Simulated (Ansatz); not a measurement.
## Electron scattering at the Σ5 (210) boundary in fcc Cu

Aim: the relaxed structure and the specific resistance of the Σ5 (210) boundary in fcc Cu.

Program: Ansatz 0.2.0. Level of theory: Ansatz plane-wave DFT, PBE, PAW files; relaxation of a bicrystal slab with its lowest layers held; PAW set soft_1, in the first sound run; inputs show where later runs differ. Results are calculated unless marked as measured.

## 1. The structure

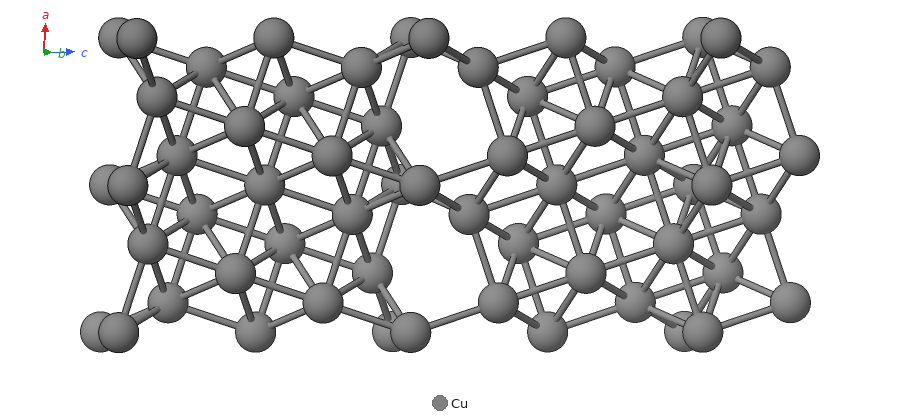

The cell as given, from the side, with the c axis across the page (copper grey). 2×1×1 cells are drawn. Some periodic images of atoms are drawn too.

The cell holds 23 atoms: 23 Cu. Its edges and angles: a = 4.427 Å, b = 3.615 Å, c = 29.592 Å, α = 90.0°, β = 90.0°, γ = 65.9°. It derives from Cu. built on the (2 1 0) plane; 2 overlapping atoms removed and the grains opened by 0 Å. Vacuum lies along c.

## 2. Relaxing the bicrystal

The boundary is built by mirroring the lower grain in the boundary plane and removing any atoms that overlap. A thin bicrystal slab is relaxed first, with the lowest layers held and the upper grain free to shift and open.

Contents of input.yaml:

```yaml
crystal:
  lattice:
    - [4.4274037203, 0.0, 0.0]
    - [1.4758012401, 3.2999918941, 0.0]
    - [0.0, 0.0, 29.5915814808]
  atoms:
    - { symbol: Cu, position: [1.0e-10, 0.9999999999, 0.1689669747] }
    - { symbol: Cu, position: [0.6000000001, 0.6999999999, 0.1962831771] }
    - { symbol: Cu, position: [0.2000000001, 0.3999999999, 0.2235993796] }
    - { symbol: Cu, position: [0.8000000001, 0.0999999999, 0.250915582] }
    - { symbol: Cu, position: [0.4000000001, 0.7999999999, 0.2782317844] }
    - { symbol: Cu, position: [1.0e-10, 0.5, 0.3055479868] }
    - { symbol: Cu, position: [0.6000000001, 0.2, 0.3328641892] }
    - { symbol: Cu, position: [0.2, 0.9, 0.3601803916] }
    - { symbol: Cu, position: [0.8, 0.6, 0.3874965941] }
    - { symbol: Cu, position: [0.4, 0.3, 0.4148127965] }
    - { symbol: Cu, position: [0.0, 0.0, 0.4421289989] }
    - { symbol: Cu, position: [0.8, 0.6, 0.4967614037] }
    - { symbol: Cu, position: [0.2, 0.9, 0.5240776062] }
    - { symbol: Cu, position: [0.6000000001, 0.2, 0.5513938086] }
    - { symbol: Cu, position: [1.0e-10, 0.5, 0.578710011] }
    - { symbol: Cu, position: [0.4000000001, 0.7999999999, 0.6060262134] }
    - { symbol: Cu, position: [0.8000000001, 0.0999999999, 0.6333424158] }
    - { symbol: Cu, position: [0.2000000001, 0.3999999999, 0.6606586182] }
    - { symbol: Cu, position: [0.6000000001, 0.6999999999, 0.6879748207] }
    - { symbol: Cu, position: [1.0e-10, 0.9999999999, 0.7152910231] }
    - { symbol: Cu, position: [0.4000000002, 0.2999999999, 0.7426072255] }
    - { symbol: Cu, position: [0.8000000002, 0.5999999999, 0.7699234279] }
    - { symbol: Cu, position: [0.2000000002, 0.8999999999, 0.7972396303] }
kpoints:
  mp_grid: { grid: [7, 7, 1] }
hamiltonian:
  xc: pbe
  pseudopotentials: { kind: paw, azcp: { folder: soft_1 } }
scf:
  occupations: { method: fermi_dirac, width: 0.1 }
relax:
  f_tol: 0.03
  max_steps: 80
  constraints: [{ sites: [0, 1, 2, 3] }]
```

Command:

```console
ansatz run input.yaml --threads 4 --pin off --max-ram 15360MiB --backend cpu --events-out ev --progress --plain --runs-dir out
```

Numbers of over 12 decimals in the logs are rounded to 6 here.

What it wrote:

```text
Engine: ansatz 0.2.0, x86_64-unknown-linux-gnu
Pseudopotentials: kind: paw
Pseudopotential: Cu, paw, valence charge 19, recommended cutoff 420 eV (normal), soft_1/Cu.paw.azcp
Functional definition: PBE
  parameter kappa = 0.804
  parameter beta = 0.066725
  exchange = pbe_x(kappa = kappa, mu = beta*pi^2/3)
  correlation = pbe_c(beta = beta)
Crystal: 23 atoms, lattice volume = 432.345 Å³
Basis set: ecut = 420 eV, 8449 PW (Γ), exchange–correlation on 60×50×400 points (8 copies of the dense FFT grid, shifted against one another)
Bands: 263, of which v1, the nominal top of the filled ones, is band 219 counted from 1 (218 counted from 0)
Symmetry: 2 space group operations
Space group: Cm (ITA 8), of the structure as read, at distance tolerance 7.6e-5 Å
k-points: 16 of 49 (time reversal used)
Non-local potential: Cu, projectors of the file, l = 0: 3, l = 1: 2, l = 2: 3, l = 3: 1
PAW form: soft (Blöchl's): semilocal exchange-correlation on the pseudo side does not see the compensation charge
PAW one-centre angular grid: Cu, 590 points (default); XC on 64 Gauss nodes
Initial density: superposition of atomic densities (neutral atoms: chi_scale 0, normalization atom)
Initial wavefunctions: pseudopotential atomic-orbital guess
Functional: x = pbe(κ = 0.804, μ = 0.219515), c = pbe(β = 0.066725)
SCF iter   1: F=—  HF=-152394.262778 eV  |F-HF|=—  |Δ(HF+E_count)|=         —  Δρ=2.04e-1  dr2=1.09e2  ethr=3.10e-3  ⟨swp⟩=5.8  Hψ=15429  notcnv=0  defer=151
preconditioner: auto → LDOS  [metal: Δε(μ)=0.038 eV  Ē_g=8.081 eV  σ=0.100 eV  W_gap=0.09  n_scr=142 (ndim 8)  ℏωp=28.4 eV  f_vac=0.323  D(μ)=11.23/eV (n_scr^D=86)  β→1.0]
SCF iter   2: F=—  HF=-152524.970220 eV  |F-HF|=—  |Δ(HF+E_count)|=    1.31e2  Δρ=4.30e-1  dr2=4.62e2  ethr=3.10e-3  ⟨swp⟩=4.0  Hψ=12876  notcnv=0  defer=431  recentre
SCF iter   3: F=—  HF=-152376.259354 eV  |F-HF|=—  |Δ(HF+E_count)|=    1.49e2  Δρ=4.85e-2  dr2=6.62e0  ethr=3.10e-3  ⟨swp⟩=4.0  Hψ=11070  notcnv=0  defer=473
SCF iter   4: F=—  HF=-152375.177549 eV  |F-HF|=—  |Δ(HF+E_count)|=    1.08e0  Δρ=1.91e-2  dr2=9.11e-1  ethr=1.52e-3  ⟨swp⟩=2.2  Hψ=6974  notcnv=0  defer=465
SCF iter   5: F=—  HF=-152375.010798 eV  |F-HF|=—  |Δ(HF+E_count)|=   1.67e-1  Δρ=4.58e-3  dr2=5.86e-2  ethr=2.09e-4  ⟨swp⟩=2.0  Hψ=7213  notcnv=0  defer=467
SCF iter   6: F=—  HF=-152375.026450 eV  |F-HF|=—  |Δ(HF+E_count)|=   1.57e-2  Δρ=2.02e-3  dr2=1.48e-2  ethr=1.34e-5  ⟨swp⟩=2.0  Hψ=5920  notcnv=0  defer=467
SCF iter   7: F=—  HF=-152375.028304 eV  |F-HF|=—  |Δ(HF+E_count)|=   1.85e-3  Δρ=8.13e-4  dr2=2.83e-3  ethr=3.38e-6  ⟨swp⟩=2.0  Hψ=5802  notcnv=0  defer=467
SCF iter   8: F=—  HF=-152375.028861 eV  |F-HF|=—  |Δ(HF+E_count)|=   5.57e-4  Δρ=4.25e-4  dr2=8.31e-4  ethr=6.47e-7  ⟨swp⟩=2.0  Hψ=5851  notcnv=0  defer=467
SCF iter   9: F=—  HF=-152375.028819 eV  |F-HF|=—  |Δ(HF+E_count)|=   4.20e-5  Δρ=1.39e-4  dr2=1.30e-4  ethr=1.90e-7  ⟨swp⟩=2.0  Hψ=5399  notcnv=0  defer=467
SCF iter  10: F=-152375.028850 eV  HF=-152375.028844 eV  |F-HF|=6.57e-6  |Δ(HF+E_count)|=   2.46e-5  Δρ=6.20e-5  dr2=1.20e-5  ethr=5.15e-9  ⟨swp⟩=3.0  Hψ=15535  notcnv=0
SCF 1 converged in 10 iterations: F = -152375.028850 eV  dr2 = 1.20e-5
  greatest PAW one-centre occupation: 1.000 electrons in one spin orbital (limit 2), on the Cu atom at site 22 (counted from 0), in its partial waves of l = 0
relax step   1: F+E_penalty+E_count = -152375.02885039 eV  Δ(F+E_penalty+E_count) = +0.000e0 eV  max|allowed force component| = 5.270e-1 eV/Å  Δτ_max = 0.0000 Å  (10 SCF iters, dr2 threshold 2.25e-5 eV, accepted)
Initial density: handed on by an earlier stage of this run
Initial wavefunctions: those handed on with the density
iter 1 solved again at ethr=3.10e-4 eV; its pass at ethr=3.10e-3 eV (dr2=1.35e0 eV) is discarded
SCF iter   1: F=—  HF=-152375.493234 eV  |F-HF|=—  |Δ(HF+E_count)|=         —  Δρ=1.93e-2  dr2=1.34e0  ethr=3.10e-4  ⟨swp⟩=1.1  Hψ=17328  notcnv=0  defer=313
preconditioner: auto → LDOS  [metal: Δε(μ)=0.003 eV  Ē_g=8.853 eV  σ=0.100 eV  W_gap=0.01  n_scr=142 (ndim 8)  ℏωp=28.4 eV  f_vac=0.324  D(μ)=8.25/eV (n_scr^D=34)  β→1.0]
SCF iter   2: F=—  HF=-152375.531344 eV  |F-HF|=—  |Δ(HF+E_count)|=   3.81e-2  Δρ=2.42e-2  dr2=1.63e0  ethr=3.06e-4  ⟨swp⟩=2.0  Hψ=7168  notcnv=0  defer=313
SCF iter   3: F=—  HF=-152375.269881 eV  |F-HF|=—  |Δ(HF+E_count)|=   2.61e-1  Δρ=1.21e-2  dr2=6.53e-1  ethr=3.06e-4  ⟨swp⟩=2.0  Hψ=8258  notcnv=0  defer=477
SCF iter   4: F=—  HF=-152375.204444 eV  |F-HF|=—  |Δ(HF+E_count)|=   6.54e-2  Δρ=4.31e-3  dr2=7.03e-2  ethr=1.49e-4  ⟨swp⟩=2.0  Hψ=4470  notcnv=0  defer=477
SCF iter   5: F=—  HF=-152375.195499 eV  |F-HF|=—  |Δ(HF+E_count)|=   8.95e-3  Δρ=1.77e-3  dr2=8.63e-3  ethr=1.61e-5  ⟨swp⟩=2.0  Hψ=6886  notcnv=0  defer=477
SCF iter   6: F=—  HF=-152375.193816 eV  |F-HF|=—  |Δ(HF+E_count)|=   1.68e-3  Δρ=2.42e-4  dr2=8.64e-4  ethr=1.97e-6  ⟨swp⟩=2.0  Hψ=5986  notcnv=0  defer=476
SCF iter   7: F=—  HF=-152375.194094 eV  |F-HF|=—  |Δ(HF+E_count)|=   2.79e-4  Δρ=3.31e-4  dr2=6.82e-4  ethr=1.98e-7  ⟨swp⟩=2.1  Hψ=7021  notcnv=0  defer=476
SCF iter   8: F=—  HF=-152375.194109 eV  |F-HF|=—  |Δ(HF+E_count)|=   1.42e-5  Δρ=1.60e-4  dr2=1.36e-4  ethr=1.56e-7  ⟨swp⟩=2.0  Hψ=5457  notcnv=0  defer=476
SCF iter   9: F=-152375.194097 eV  HF=-152375.194097 eV  |F-HF|=1.67e-7  |Δ(HF+E_count)|=   1.20e-5  Δρ=3.11e-5  dr2=8.45e-6  ethr=3.97e-9  ⟨swp⟩=3.0  Hψ=15424  notcnv=0
SCF 2 converged in 9 iterations: F = -152375.194097 eV  dr2 = 8.45e-6
  greatest PAW one-centre occupation: 1.000 electrons in one spin orbital (limit 2), on the Cu atom at site 0 (counted from 0), in its partial waves of l = 0
relax step   2: F+E_penalty+E_count = -152375.19409672 eV  Δ(F+E_penalty+E_count) = -1.652e-1 eV  max|allowed force component| = 3.852e-1 eV/Å  Δτ_max = 0.1572 Å  (9 SCF iters, dr2 threshold 1.74e-5 eV, accepted)
SCF iter   1: F=—  HF=-152375.595167 eV  |F-HF|=—  |Δ(HF+E_count)|=         —  Δρ=1.79e-2  dr2=8.93e-1  ethr=2.92e-3  ⟨swp⟩=4.9  Hψ=11277  notcnv=0  defer=420
preconditioner: auto → LDOS  [metal: Δε(μ)=0.043 eV  Ē_g=8.871 eV  σ=0.100 eV  W_gap=0.11  n_scr=142 (ndim 8)  ℏωp=28.4 eV  f_vac=0.327  D(μ)=8.08/eV (n_scr^D=34)  β→1.0]
SCF iter   2: F=—  HF=-152375.547267 eV  |F-HF|=—  |Δ(HF+E_count)|=   4.79e-2  Δρ=1.91e-2  dr2=1.01e0  ethr=2.04e-4  ⟨swp⟩=2.1  Hψ=8586  notcnv=0  defer=471
SCF iter   3: F=—  HF=-152375.569710 eV  |F-HF|=—  |Δ(HF+E_count)|=   2.24e-2  Δρ=2.05e-2  dr2=1.12e0  ethr=2.04e-4  ⟨swp⟩=2.1  Hψ=7343  notcnv=0  defer=471
SCF iter   4: F=—  HF=-152375.411354 eV  |F-HF|=—  |Δ(HF+E_count)|=   1.58e-1  Δρ=1.08e-2  dr2=2.96e-1  ethr=2.04e-4  ⟨swp⟩=1.3  Hψ=4977  notcnv=0  defer=469
SCF iter   5: F=—  HF=-152375.352054 eV  |F-HF|=—  |Δ(HF+E_count)|=   5.93e-2  Δρ=3.18e-3  dr2=2.41e-2  ethr=6.77e-5  ⟨swp⟩=2.0  Hψ=6964  notcnv=0  defer=469
SCF iter   6: F=—  HF=-152375.345494 eV  |F-HF|=—  |Δ(HF+E_count)|=   6.56e-3  Δρ=4.31e-4  dr2=7.54e-4  ethr=5.52e-6  ⟨swp⟩=2.0  Hψ=5657  notcnv=0  defer=469
SCF iter   7: F=—  HF=-152375.345253 eV  |F-HF|=—  |Δ(HF+E_count)|=   2.41e-4  Δρ=4.56e-4  dr2=8.09e-4  ethr=1.73e-7  ⟨swp⟩=2.9  Hψ=7582  notcnv=0  defer=469
SCF iter   8: F=—  HF=-152375.345194 eV  |F-HF|=—  |Δ(HF+E_count)|=   5.93e-5  Δρ=2.13e-4  dr2=2.38e-4  ethr=1.73e-7  ⟨swp⟩=2.0  Hψ=5992  notcnv=0  defer=469
SCF iter   9: F=—  HF=-152375.345175 eV  |F-HF|=—  |Δ(HF+E_count)|=   1.90e-5  Δρ=6.22e-5  dr2=3.09e-5  ethr=5.44e-8  ⟨swp⟩=2.0  Hψ=5335  notcnv=0  defer=469
SCF iter  10: F=-152375.345173 eV  HF=-152375.345174 eV  |F-HF|=1.27e-6  |Δ(HF+E_count)|=   5.37e-7  Δρ=2.53e-5  dr2=3.49e-6  ethr=2.12e-9  ⟨swp⟩=4.0  Hψ=13185  notcnv=0
SCF 3 converged in 10 iterations: F = -152375.345173 eV  dr2 = 3.49e-6
relax step   3: F+E_penalty+E_count = -152375.34517301 eV  Δ(F+E_penalty+E_count) = -1.511e-1 eV  max|allowed force component| = 2.000e-1 eV/Å  Δτ_max = 0.1918 Å  (10 SCF iters, dr2 threshold 9.27e-6 eV, accepted)
[... from here on, the SCF cycles and remarks between the steps are left out ...]
relax step   4: F+E_penalty+E_count = -152375.41306145 eV  Δ(F+E_penalty+E_count) = -6.789e-2 eV  max|allowed force component| = 6.603e-2 eV/Å  Δτ_max = 0.2000 Å  (9 SCF iters, dr2 threshold 1.08e-5 eV, accepted)
relax step   5: F+E_penalty+E_count = -152375.42996815 eV  Δ(F+E_penalty+E_count) = -1.691e-2 eV  max|allowed force component| = 1.255e-1 eV/Å  Δτ_max = 0.1949 Å  (12 SCF iters, accepted)
relax step   6: F+E_penalty+E_count = -152375.43926404 eV  Δ(F+E_penalty+E_count) = -9.296e-3 eV  max|allowed force component| = 4.168e-2 eV/Å  Δτ_max = 0.0505 Å  (7 SCF iters, dr2 threshold 1.72e-6 eV, accepted)
relax step   7: F+E_penalty+E_count = -152375.44872563 eV  Δ(F+E_penalty+E_count) = -9.462e-3 eV  max|allowed force component| = 2.997e-2 eV/Å  Δτ_max = 0.1457 Å  (12 SCF iters, accepted)
relax step   8: F+E_penalty+E_count = -152375.45672308 eV  Δ(F+E_penalty+E_count) = -7.997e-3 eV  max|allowed force component| = 4.134e-2 eV/Å  Δτ_max = 0.1965 Å  (12 SCF iters, accepted)
relax step   9: F+E_penalty+E_count = -152375.45916286 eV  Δ(F+E_penalty+E_count) = -2.440e-3 eV  max|allowed force component| = 7.946e-2 eV/Å  Δτ_max = 0.1951 Å  (12 SCF iters, accepted)
relax step  10: F+E_penalty+E_count = -152375.46014833 eV  Δ(F+E_penalty+E_count) = -9.855e-4 eV  max|allowed force component| = 4.484e-2 eV/Å  Δτ_max = 0.0156 Å  (6 SCF iters, dr2 threshold 6.31e-6 eV, accepted)
SCF iter   1: F=—  HF=-152375.460852 eV  |F-HF|=—  |Δ(HF+E_count)|=         —  Δρ=4.98e-4  dr2=5.49e-4  ethr=1.15e-6  ⟨swp⟩=2.9  Hψ=7268  notcnv=0  defer=475
preconditioner: auto → LDOS  [metal: Δε(μ)=0.048 eV  Ē_g=8.957 eV  σ=0.100 eV  W_gap=0.12  n_scr=142 (ndim 8)  ℏωp=28.4 eV  f_vac=0.333  D(μ)=7.74/eV (n_scr^D=34)  β→1.0]
SCF iter   2: F=—  HF=-152375.460674 eV  |F-HF|=—  |Δ(HF+E_count)|=   1.78e-4  Δρ=2.78e-4  dr2=2.33e-4  ethr=1.26e-7  ⟨swp⟩=2.0  Hψ=7989  notcnv=0  defer=475
SCF iter   3: F=—  HF=-152375.460670 eV  |F-HF|=—  |Δ(HF+E_count)|=   3.41e-6  Δρ=3.38e-4  dr2=3.00e-4  ethr=5.33e-8  ⟨swp⟩=2.4  Hψ=7046  notcnv=0  defer=475
SCF iter   4: F=—  HF=-152375.460622 eV  |F-HF|=—  |Δ(HF+E_count)|=   4.90e-5  Δρ=1.23e-4  dr2=4.04e-5  ethr=5.33e-8  ⟨swp⟩=2.0  Hψ=6298  notcnv=0  defer=475
SCF iter   5: F=—  HF=-152375.460342 eV  |F-HF|=—  |Δ(HF+E_count)|=   2.79e-4  Δρ=5.98e-5  dr2=8.98e-6  ethr=9.25e-9  ⟨swp⟩=2.0  Hψ=6907  notcnv=0  defer=475
SCF iter   6: F=—  HF=-152375.460341 eV  |F-HF|=—  |Δ(HF+E_count)|=   1.79e-6  Δρ=1.14e-5  dr2=3.43e-7  ethr=2.05e-9  ⟨swp⟩=2.1  Hψ=6238  notcnv=0  defer=475
SCF iter   7: F=-152375.460340 eV  HF=-152375.460340 eV  |F-HF|=3.84e-8  |Δ(HF+E_count)|=   3.04e-8  Δρ=3.51e-6  dr2=3.28e-8  ethr=2.29e-11  ⟨swp⟩=4.6  Hψ=13514  notcnv=0
SCF 11 converged in 7 iterations: F = -152375.460340 eV  dr2 = 3.28e-8
relax step  11: F+E_penalty+E_count = -152375.46034044 eV  Δ(F+E_penalty+E_count) = -1.921e-4 eV  max|allowed force component| = 1.170e-3 eV/Å  Δτ_max = 0.0071 Å  (7 SCF iters, accepted)
SCF converged after 7 iterations
Free energy (F): -152375.460340 eV
Harris-Foulkes:  -152375.460340 eV  (|F-HF|=3.84e-8)
Internal energy: -152375.207449 eV  (E = F + TS)
E sigma→0 (E₀):  -152375.333895 eV
Entropy (-TS):   -0.252891 eV (-10.995 meV/atom)
Fermi energy:    8.697390 eV
--- Per-component energies (eV) ---
  E_band       = -11733.968097
  E_kinetic    = 6010.664729
  E_local      = -820853.166262  (includes V_loc(G=0)·N_el)
  E_nonlocal   = 20498.442191
  E_hartree    = 400870.972720
  E_xc         = -1575.723695
  E_vxc        = -2033.754095  (∫ρ·V_xc dr)
  E_paw        = -41769.538538  (= ΣΔE_a)
  E_vpaw       = -17098.155445  (= ΣTr[D̂ρ^β])
  E_aug_tail   = 0.022836  (compensation charges beyond the density's cutoff)
  E_ewald      = 284443.118569
  E_smearing   = -0.252891  (= −TS)
  E_closure    = -0.000000  (closes the sum)
  Σ components = -152375.460340   (vs F -152375.460340, Δ=0.00e0)
--- Forces (eV/Å), atoms counted from 1 ---
  atom   1  Cu    -0.02632264     0.01177184     0.52967644
  atom   2  Cu     0.01806578    -0.00807926    -0.06439878
  atom   3  Cu     0.00426421    -0.00190701    -0.36767815
  atom   4  Cu     0.00124819    -0.00055821    -0.09573124
  atom   5  Cu    -0.00000083     0.00000037     0.00003222
  atom   6  Cu     0.00031544    -0.00014107     0.00029737
  atom   7  Cu    -0.00006385     0.00002855    -0.00049395
  atom   8  Cu     0.00054694    -0.00024460     0.00044373
  atom   9  Cu     0.00058551    -0.00026185     0.00071661
  atom  10  Cu     0.00054208    -0.00024242    -0.00116993
  atom  11  Cu     0.00067628    -0.00030244     0.00004779
  atom  12  Cu     0.00023817    -0.00010651     0.00000409
  atom  13  Cu    -0.00033655     0.00015051     0.00063794
  atom  14  Cu     0.00010607    -0.00004743    -0.00019705
  atom  15  Cu     0.00014568    -0.00006515    -0.00065370
  atom  16  Cu    -0.00004631     0.00002071    -0.00044132
  atom  17  Cu    -0.00008954     0.00004004     0.00077719
  atom  18  Cu     0.00004722    -0.00002112    -0.00043871
  atom  19  Cu    -0.00007583     0.00003391    -0.00073253
  atom  20  Cu    -0.00004533     0.00002027    -0.00030046
  atom  21  Cu     0.00001467    -0.00000656    -0.00014534
  atom  22  Cu    -0.00002367     0.00001059     0.00007895
  atom  23  Cu     0.00005245    -0.00002346    -0.00017404
  max |Σ_I F_I| component: 1.57e-4 eV/Å
--- Relaxed structure (11 steps of the walk, 11 accepted, 0 SCFs on fresh bases) ---
  F+E_penalty+E_count = -152375.46034044 eV   max|allowed force component| = 1.170e-3 eV/Å
  atoms:
    - { symbol: Cu, position: [9.999989725173464e-11, 1.000000, 0.1689669747] }
    - { symbol: Cu, position: [0.6000000001, 0.700000, 0.1962831771] }
    - { symbol: Cu, position: [0.2000000001, 0.400000, 0.223599] }
    - { symbol: Cu, position: [0.800000, 0.100000, 0.250916] }
    - { symbol: Cu, position: [0.401937, 0.799031, 0.278726] }
    - { symbol: Cu, position: [0.00242565, 0.498787, 0.306330] }
    - { symbol: Cu, position: [0.604649, 0.197676, 0.333928] }
    - { symbol: Cu, position: [0.208579, 0.895710, 0.360396] }
    - { symbol: Cu, position: [0.799271, 0.600365, 0.389078] }
    - { symbol: Cu, position: [0.407310, 0.296345, 0.419567] }
    - { symbol: Cu, position: [0.00990535, -0.00495268, 0.438501] }
    - { symbol: Cu, position: [0.624660, 0.687670, 0.477346] }
    - { symbol: Cu, position: [0.010375, 0.994813, 0.516173] }
    - { symbol: Cu, position: [0.407636, 0.296182, 0.535172] }
    - { symbol: Cu, position: [-0.200484, 0.600242, 0.565563] }
    - { symbol: Cu, position: [0.208480, 0.895760, 0.594306] }
    - { symbol: Cu, position: [0.604549, 0.197726, 0.620666] }
    - { symbol: Cu, position: [0.00306387, 0.498468, 0.648471] }
    - { symbol: Cu, position: [0.400696, 0.799652, 0.675981] }
    - { symbol: Cu, position: [-0.201342, 1.100671, 0.703077] }
    - { symbol: Cu, position: [0.205444, 0.397278, 0.732439] }
    - { symbol: Cu, position: [0.601145, 0.699427, 0.758278] }
    - { symbol: Cu, position: [-0.00328891, 1.001644, 0.781642] }
```

It took 9.9 min on 4 threads of Intel Xeon Platinum 8488C (Sapphire Rapids), shared host; peak memory 3.2 GiB; 38 min of CPU time.

Step by step:

```
step  energy less that of the first step (eV)  largest force component (eV/Å)
   1                                   0.0000                          0.5270
   2                                  -0.1652                          0.3852
   3                                  -0.3163                          0.2000
   4                                  -0.3842                          0.0660
   5                                  -0.4011                          0.1255
   6                                  -0.4104                          0.0417
   7                                  -0.4199                          0.0300
   8                                  -0.4279                          0.0413
   9                                  -0.4303                          0.0795
  10                                  -0.4313                          0.0448
  11                                  -0.4315                          0.0012
```

Forces are held to the 2 operations that the run works with; a distortion that breaks them can't arise in this run.

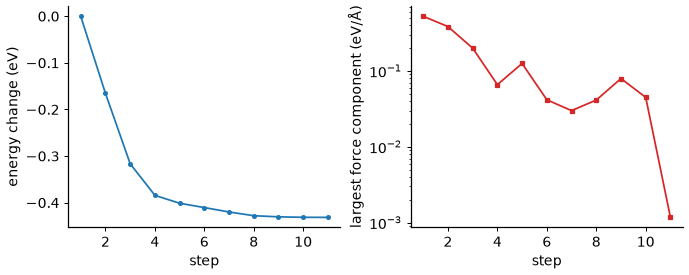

Energy and largest force along the relaxation.

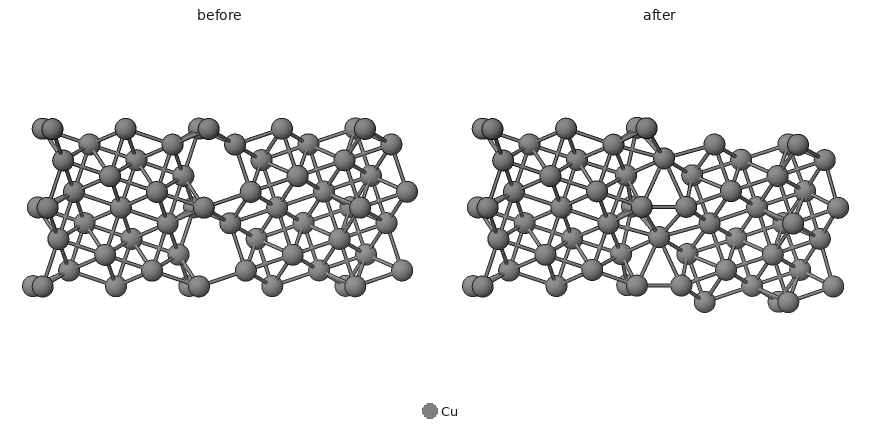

Before and after, at one scale.

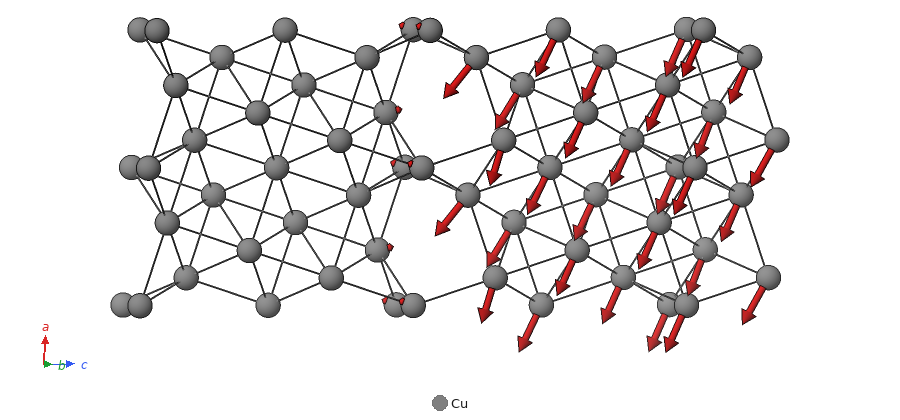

Displacements in the relaxation, exaggerated; the longest in the cell stands for 0.94 Å. 2×1×1 cells are drawn. Some periodic images of atoms are drawn too.

The atoms that moved most (Å):

```
atom      dx     dy      dz  length
Cu23  -0.750  0.335  -0.462   0.942
Cu14  -0.710  0.317  -0.480   0.914
Cu12  -0.647  0.289  -0.575   0.912
Cu15  -0.740  0.331  -0.389   0.899
Cu20  -0.743  0.332  -0.361   0.890
Cu19  -0.735  0.329  -0.355   0.880
Cu17  -0.721  0.322  -0.375   0.874
Cu22  -0.734  0.328  -0.345   0.874
```

This step gave:

```yaml
free_energy: -152375.4603 eV
energy_at_zero_smearing: -152375.3339 eV
fermi_energy: 8.697 eV
```

The largest force component on a free atom ends at 0.0012 eV/Å, under the tolerance of 0.03, after 11 steps.

(Part 1 of 3 ends here.)

[Logs are printed without paths, hosts, clocks, repeated set-up lines and the standing remarks that a program may print on its own settings, such as how far it seeks lower states.]

[Hosts, paths, dates, database ids (printed as entryN), source tags and the programs' standing remarks are cut or masked in the printed files.]
